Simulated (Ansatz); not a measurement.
Input file:

```
crystal:
  periodic: [false, false, false]
  atoms:
    - {symbol: Te, position_ang: [-1.983873, -1.179629, -0.778965]}
    - {symbol: Te, position_ang: [0.319802, -0.599292, 0.759876]}
    - {symbol: Te, position_ang: [1.664071, 1.778921, 0.019079]}
basis:
  gaussian: {orbitals: def2-TZVPD, initial_orbitals: start.molden}
total_charge: -2
hamiltonian: {xc: pbe0, dispersion: d4}
scf: {omitted_lower_state_checks: [starts]}
output: {orbitals: {seedname: orbitals}}
```

Launched as:

```sh
ansatz run in.yaml --threads 4 --pin off --events-out ev --progress --plain --max-ram 3916MiB
```

Geometry: B3LYP-D4/def2-SVPD; core potentials replace the inner electrons of Te; the highest occupied orbital lies above zero, a sign that basis and functional describe the outermost electron poorly.

Level of theory: Ansatz, RKS PBE0-D4/def2-TZVPD.

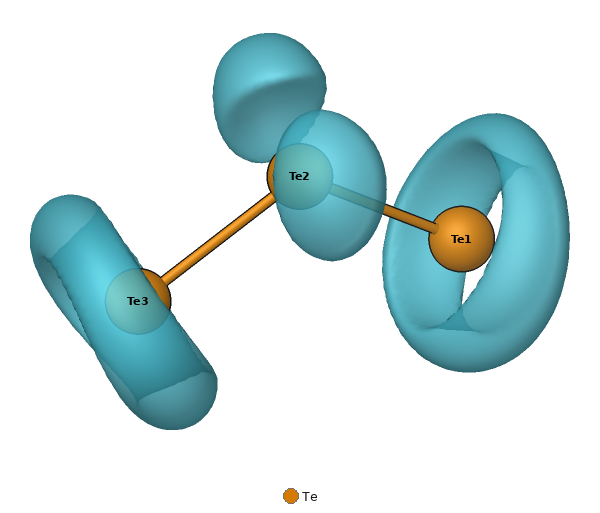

Te3 (charge −2). Isosurface of the ELF at 0.8 (cyan), seen at a tilt. Only the valence region is drawn (cores and ρ < 0.01 e/Å³ removed).

What do the ELF domains correspond to?

The surface consists of two rings or bowls of non-bonding electrons around Te and two lobes on Te, pointing away from the bonds (lone pairs).

Values along the shortest contacts:
Te–Te (2.83 Å): the ELF peaks at about 0.65 between the atoms.
